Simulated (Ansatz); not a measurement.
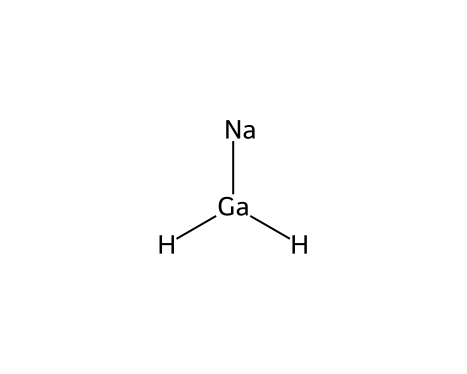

Give its SMILES.

[Na][GaH2]

What is the molecular formula?

GaH2Na.

More results for the same structure follow; atom numbers are the same in all pictures, views and colours differ. The geometry was computed by an optimisation with PBE0-D4/def2-TZVP. No frequency run is at hand to confirm it as a minimum.

### Charges

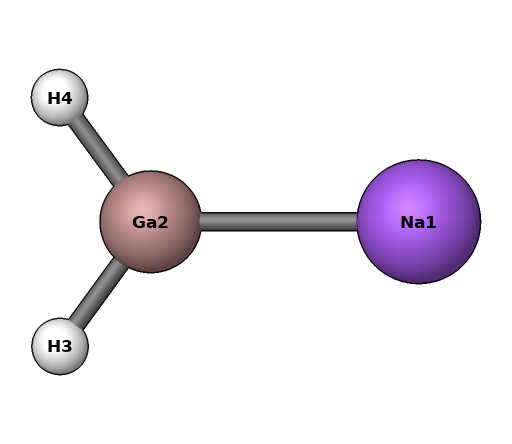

The questions are on Mulliken charges. No frequency run is at hand to confirm it as a minimum. Level of theory: RKS PBE0-D4/def2-TZVP (Ansatz 0.2.0).

Give the Mulliken charges atom by atom.

```json
{"atom": "Na1", "value (e)": "0.33"}
{"atom": "Ga2", "value (e)": "−0.08"}
{"atom": "H3", "value (e)": "−0.13"}
{"atom": "H4", "value (e)": "−0.13"}
```

### Dipole moment

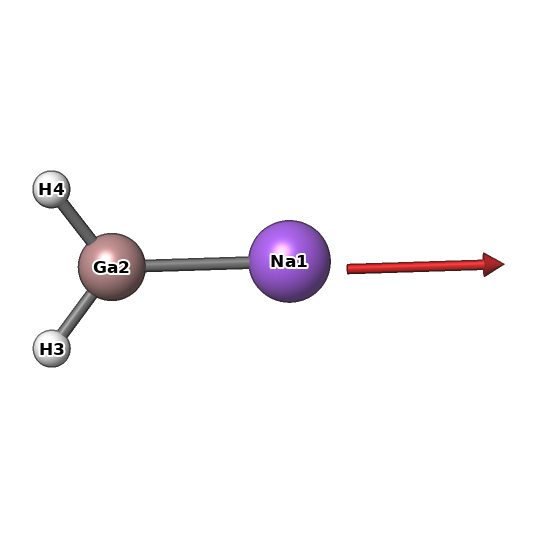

The arrow beside the molecule shows the direction of the dipole moment, from the negative to the positive end (its length means nothing). No frequency run is at hand to confirm it as a minimum. Method: RKS PBE0-D4/def2-TZVP (Ansatz 0.2.0).

Estimate the dipole moment.

7.01 D; it points from the side of H3, H4 to the side of Na1 (the outermost atoms at the two ends).

### Electronic properties

No frequency run is at hand to confirm it as a minimum. Level of theory: RKS PBE0-D4/def2-TZVPP (Ansatz 0.2.0).

What does the calculation give?

- HOMO energy (Kohn–Sham orbital): −4.80 eV
- LUMO energy (Kohn–Sham orbital): −1.49 eV
- HOMO–LUMO gap: 3.31 eV

Mulliken values depend strongly on the basis set and can even reverse the polarity of a bond.
